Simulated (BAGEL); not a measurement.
# CH3Cl3Si (methyltrichlorosilane), step by step

Aim: a single-point energy (HF/6-31G*), then a single-point energy (NEVPT2(2,2)/6-31G*) of CH3Cl3Si (methyltrichlorosilane). 

The results are computed with BAGEL 1.2.2.

2 further runs of the same task are left out: 2 set aside as unsound or not needed.

## (1) Starting point

CH3Cl3Si: 8 atoms, total charge 0, spin state singlet. SMILES: `C[Si](Cl)(Cl)Cl`. The C1–H8 distance was set to 2.511 Å, away from the relaxed value. At this shape a bond of the SMILES string is far longer than usual.

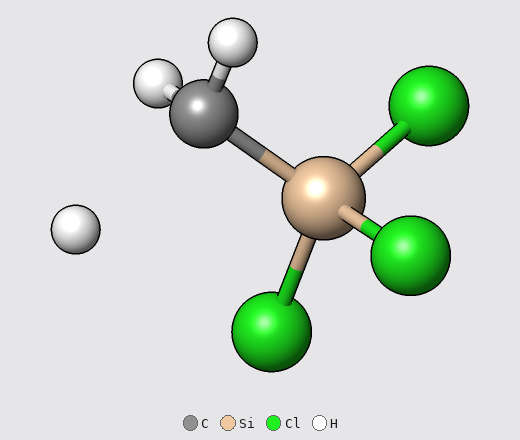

Viewed from a chosen angle; carbon grey, silicon light orange, chlorine green, hydrogen white.

## (2) The energy at HF/6-31G(d) (density fitting with svp-jkfit, spherical functions) (run 1)

The input, hf.json:

```json
{ "bagel" : [

{
  "title" : "molecule",
  "basis" : "6-31gs.json",
  "df_basis" : "svp-jkfit",
  "geometry" : [
    { "atom" : "C", "xyz" : [  0.96548375, -1.64565099,  1.97285707 ] },
    { "atom" : "Si", "xyz" : [  3.41797032, -0.74330676, -0.32278223 ] },
    { "atom" : "Cl", "xyz" : [  6.80341467, -2.32670828,  0.61282117 ] },
    { "atom" : "Cl", "xyz" : [  2.46743808, -1.92892093, -3.86318412 ] },
    { "atom" : "Cl", "xyz" : [  3.85695370,  3.08357761, -0.40800888 ] },
    { "atom" : "H", "xyz" : [  0.74703141, -3.69713767,  2.00063604 ] },
    { "atom" : "H", "xyz" : [  1.49574090, -1.00182130,  3.86012655 ] },
    { "atom" : "H", "xyz" : [ -3.17965318,  0.33108002,  0.77629949 ] }
  ]
},
{ "title" : "hf" },
{ "title" : "print", "file" : "orbitals.molden", "orbitals" : true }

]}
```

The basis set 6-31G* is read from a file made from the Basis Set Exchange's data (not shown).

The run is started by

```bash
$ BAGEL_NUM_THREADS=1 BAGEL hf.json > hf.out
```

The program printed:

```text
* using 1 threads per process

  ===============================================================
  ===============================================================

  *** Geometry ***

  { "atom" : "C", "xyz" : [      0.965484,     -1.645651,      1.972857 ] },
  { "atom" : "Si", "xyz" : [      3.417970,     -0.743307,     -0.322782 ] },
  { "atom" : "Cl", "xyz" : [      6.803415,     -2.326708,      0.612821 ] },
  { "atom" : "Cl", "xyz" : [      2.467438,     -1.928921,     -3.863184 ] },
  { "atom" : "Cl", "xyz" : [      3.856954,      3.083578,     -0.408009 ] },
  { "atom" : "H", "xyz" : [      0.747031,     -3.697138,      2.000636 ] },
  { "atom" : "H", "xyz" : [      1.495741,     -1.001821,      3.860127 ] },
  { "atom" : "H", "xyz" : [     -3.179653,      0.331080,      0.776299 ] },

  Number of auxiliary basis functions:      641

  Since a DF basis is specified, we compute 2- and 3-index integrals:
    o Being stored without compression. Storage requirement is 0.043 GB

  Number of basis functions:       92
  Number of electrons      :       74

    * METHOD: MOLECULE                             0.53

  *** RHF ***

  === Nuclear Repulsion ===
   436.0132573402

      * DIIS with orbital gradients will be used.

  === RHF iteration (6-31gs.json) ===
      0      -1706.76677625          0.01093432           0.24
      1      -1706.87983851          0.00655702           0.23
      2      -1706.91381329          0.00136680           0.22
      3      -1706.91632972          0.00080476           0.23
      4      -1706.91698567          0.00011203           0.23
      5      -1706.91701725          0.00003830           0.23
      6      -1706.91702122          0.00001248           0.23
      7      -1706.91702159          0.00000286           0.22
      8      -1706.91702161          0.00000105           0.23
      9      -1706.91702161          0.00000055           0.22
     10      -1706.91702161          0.00000029           0.23
     11      -1706.91702161          0.00000011           0.22
     12      -1706.91702161          0.00000002           0.23
     13      -1706.91702161          0.00000001           0.22
    * SCF iteration converged.

    * Permanent dipole moment:
           (    0.213226,     0.474921,    -0.773860) a.u.

    * METHOD: HF                                   3.56

    * METHOD: PRINT                                0.02

  ===============================================================
```

It took 4.5 s on 1 thread of Arm Neoverse V1, shared host; peak memory 0.18 GiB.

## (3) The energy at NEVPT2(2,2)/6-31G(d) (density fitting with svp-jkfit, spherical functions) (run 2)

The input, nevpt2.json:

```json
{ "bagel": [

{
  "title": "molecule",
  "basis": "6-31gs.json",
  "df_basis": "svp-jkfit",
  "geometry": [
    { "atom": "C", "xyz": [     0.96548375,    -1.64565099,     1.97285707 ] },
    { "atom": "Si", "xyz": [     3.41797032,    -0.74330676,    -0.32278223 ] },
    { "atom": "Cl", "xyz": [     6.80341467,    -2.32670828,     0.61282117 ] },
    { "atom": "Cl", "xyz": [     2.46743808,    -1.92892093,    -3.86318412 ] },
    { "atom": "Cl", "xyz": [     3.85695370,     3.08357761,    -0.40800888 ] },
    { "atom": "H", "xyz": [     0.74703141,    -3.69713767,     2.00063604 ] },
    { "atom": "H", "xyz": [     1.49574090,    -1.00182130,     3.86012655 ] },
    { "atom": "H", "xyz": [    -3.17965318,     0.33108002,     0.77629949 ] }
  ]
},

{ "title": "hf" },

{ "title": "casscf", "nstate": 1, "nact": 2, "nclosed": 36, "active": [37, 38], "maxiter": 200, "natocc": true },

{ "title": "nevpt2", "nstate": 1, "nact": 2, "nclosed": 36, "active": [37, 38], "maxiter": 200, "natocc": true, "ncore": 21 },

{ "title": "print", "file": "orbitals.molden", "orbitals": true }

]}
```

The basis set 6-31G* is read from a file made from the Basis Set Exchange's data (not shown).

The run is started by

```bash
$ BAGEL_NUM_THREADS=1 BAGEL nevpt2.json > nevpt2.out
```

The program printed:

```text
* using 1 threads per process

  ===============================================================
  ===============================================================

  *** Geometry ***

  { "atom" : "C", "xyz" : [      0.965484,     -1.645651,      1.972857 ] },
  { "atom" : "Si", "xyz" : [      3.417970,     -0.743307,     -0.322782 ] },
  { "atom" : "Cl", "xyz" : [      6.803415,     -2.326708,      0.612821 ] },
  { "atom" : "Cl", "xyz" : [      2.467438,     -1.928921,     -3.863184 ] },
  { "atom" : "Cl", "xyz" : [      3.856954,      3.083578,     -0.408009 ] },
  { "atom" : "H", "xyz" : [      0.747031,     -3.697138,      2.000636 ] },
  { "atom" : "H", "xyz" : [      1.495741,     -1.001821,      3.860127 ] },
  { "atom" : "H", "xyz" : [     -3.179653,      0.331080,      0.776299 ] },

  Number of auxiliary basis functions:      641

  Since a DF basis is specified, we compute 2- and 3-index integrals:
    o Being stored without compression. Storage requirement is 0.043 GB

  Number of basis functions:       92
  Number of electrons      :       74

    * METHOD: MOLECULE                             0.54

  *** RHF ***

  === Nuclear Repulsion ===
   436.0132573402

      * DIIS with orbital gradients will be used.

  === RHF iteration (6-31gs.json) ===
      0      -1706.76677625          0.01093432           0.24
      1      -1706.87983851          0.00655702           0.23
      2      -1706.91381329          0.00136680           0.22
      3      -1706.91632972          0.00080476           0.22
      4      -1706.91698567          0.00011203           0.22
      5      -1706.91701725          0.00003830           0.23
      6      -1706.91702122          0.00001248           0.23
      7      -1706.91702159          0.00000286           0.22
      8      -1706.91702161          0.00000105           0.23
      9      -1706.91702161          0.00000055           0.22
     10      -1706.91702161          0.00000029           0.23
     11      -1706.91702161          0.00000011           0.22
     12      -1706.91702161          0.00000002           0.22
     13      -1706.91702161          0.00000001           0.22
    * SCF iteration converged.

    * Permanent dipole moment:
           (    0.213226,     0.474921,    -0.773860) a.u.

    * METHOD: HF                                   3.54

  ---------------------------
      CASSCF calculation
  ---------------------------

    ==== Active orbitals : =====
         Orbital 37
         Orbital 38
    ============================

    * nstate   :      1
    * nclosed  :     36
    * nact     :      2
    * nvirt    :     54
  === CASSCF iteration (6-31gs.json) ===

    * Using the second-order algorithm

      0  0     -1706.98832035     4.29e-03      0.05

      1  0     -1707.01027408     6.19e-04      1.08

      2  0     -1707.01060624     1.08e-04      1.07

      3  0     -1707.01061164     1.92e-05      1.11

      4  0     -1707.01061180     3.53e-06      1.09

      5  0     -1707.01061181     6.56e-07      1.06

      6  0     -1707.01061181     1.23e-07      1.04

      7  0     -1707.01061181     2.30e-08      0.95

      8  0     -1707.01061181     4.31e-09      0.87

    * Second-order optimization converged. *

     guess   0:   closed 1.                   open ..

  === FCI iteration ===

      0  0     -1706.90735565     9.15e-02      0.00
      1  0     -1707.01061070     3.30e-04      0.00
      2  0 *   -1707.01061181     4.44e-16      0.00

     * ci vector, state   0, <S^2> = 0.0000
       2.     0.8708954148
       .2    -0.4914683881

    * METHOD: CASSCF                               8.82

    * freezing 21 orbitals

  === DF-NEVPT2 calculation ===

    * 3-index integral transformation done
    * assembly done

      NEVPT2 correlation energy:   -0.5643880131      0.21

          (+0)     -0.5220939555
          (+0)'    -0.0083521457
          (+1)     -0.0067620478
          (+1)'    -0.0000000000
          (+2)     -0.0001512697
          (-1)     -0.0266661266
          (-1)'     0.0000000000
          (-2)     -0.0003624678

      NEVPT2 total energy:       -1707.5749998234

    * METHOD: NEVPT2                               0.56

    * METHOD: PRINT                                0.02

  ===============================================================
```

Wall time 14 s (1 thread of Arm Neoverse V1, shared host); peak memory 0.2 GiB.

## (4) Outcome

```
                               quantity           value
         run 1, HF/6-31G*: total energy  -1706.91702 Eh
        run 1, HF/6-31G*: dipole moment          2.37 D
          run 1, HF/6-31G*: HOMO energy        -9.65 eV
          run 1, HF/6-31G*: LUMO energy        -0.96 eV
        run 1, HF/6-31G*: HOMO–LUMO gap         8.69 eV
run 2, NEVPT2(2,2)/6-31G*: total energy  -1707.57500 Eh
```

**Reading.** One bond (run 1, HF/6-31G*) is far stretched, which a spin-restricted single reference describes badly; a broken-symmetry solution may lie lower.
